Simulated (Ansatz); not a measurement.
# ClFGeH₂···H₂: what the fields show

```yaml
atoms:
  - { symbol: Ge, position_ang: [0.5590, -0.0613, -0.0503] }
  - { symbol: Cl, position_ang: [0.7504, 0.0081, 2.0862] }
  - { symbol: H, position_ang: [1.9341, 0.0716, -0.6783] }
  - { symbol: F, position_ang: [-0.3463, 1.3237, -0.5099] }
  - { symbol: H, position_ang: [-0.2509, -1.2826, -0.4417] }
  - { symbol: H, position_ang: [-3.1137, 0.1685, 1.0349] }
  - { symbol: H, position_ang: [-2.8451, -0.1115, 1.6739] }
```

Method: Ansatz, RHF/def2-SVP.

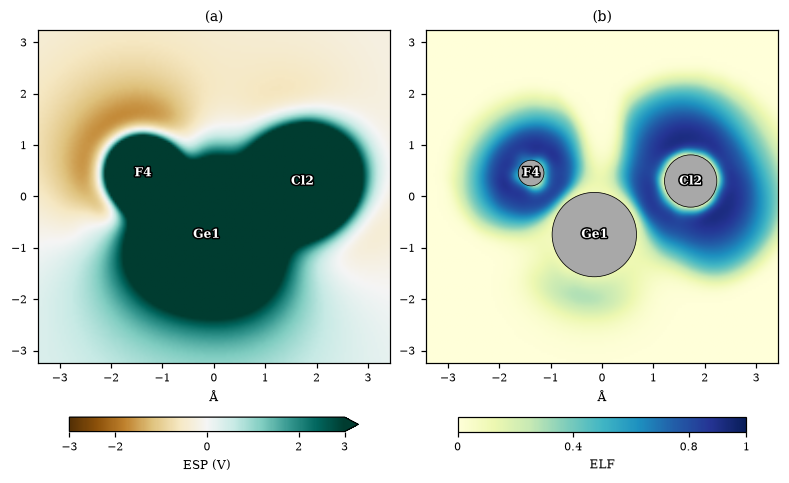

Figure 1. (a) molecular electrostatic potential; (b) ELF on the plane of atoms Cl2, Ge1 and F4. Grey discs cover the atomic cores in the ELF map.

**Read the bonding off the picture.**

Atoms in the plane: Ge, Cl and F. Ge–F (1.72 Å): the ELF peaks at about 0.80 in the valence shell of F, 0.5 Å from its nucleus, and is about 0.20 at the midpoint. Ge–Cl (2.15 Å): the ELF peaks at about 0.85 in the valence shell of Cl, 0.9 Å from its nucleus, and is about 0.70 at the midpoint. The ELF also peaks beside Cl2 and F4, away from the bonds: lone-pair regions. Outside the dense part of the complex the potential is most negative (−1.7 V) near F4.

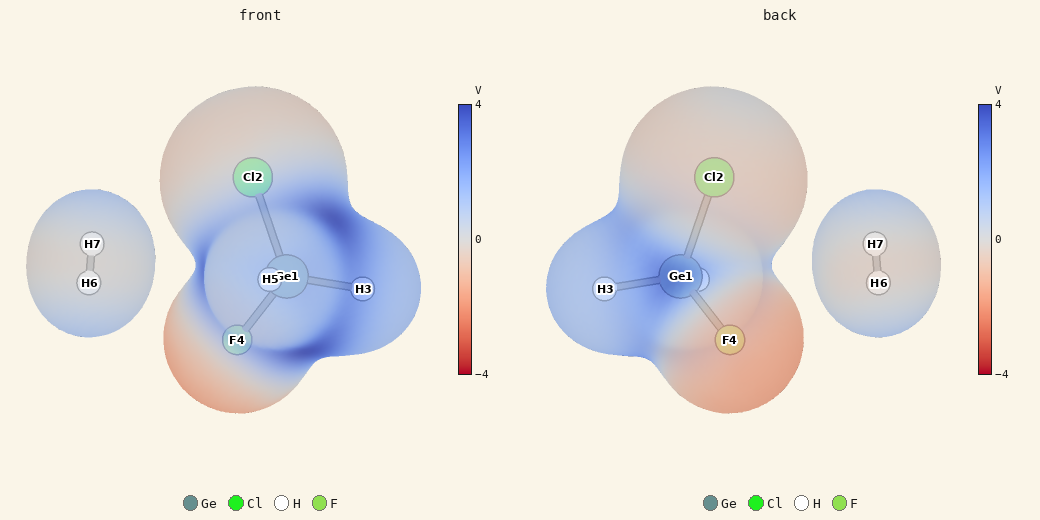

Figure 2. The electrostatic potential painted on the density surface at 0.004 e/bohr³, seen from the front and from behind; red is negative and blue positive.

**Which sites attract a positive test charge, and which a negative one?**

A positive charge is drawn to the negative regions and a negative charge to the positive ones. The most negative region (about −1.6 V, or −37 kcal/mol for a unit charge) lies over F4, the most positive (about +3.8 V, or +88 kcal/mol for a unit charge) over Ge1.

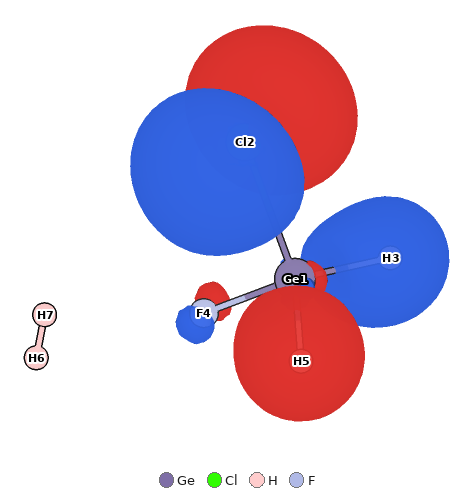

Figure 3. The HOMO at ±0.1 Å⁻³ᐟ² (red and blue are the two phases), seen at a tilt.

**What is the character of this orbital?**

It lies mainly on Cl2 (about 70 %), Ge1 (about 15 %), H3 (about 10 %) and H5 (about 10 %); largely a lone pair of Cl2. Its energy is −12.47 eV.
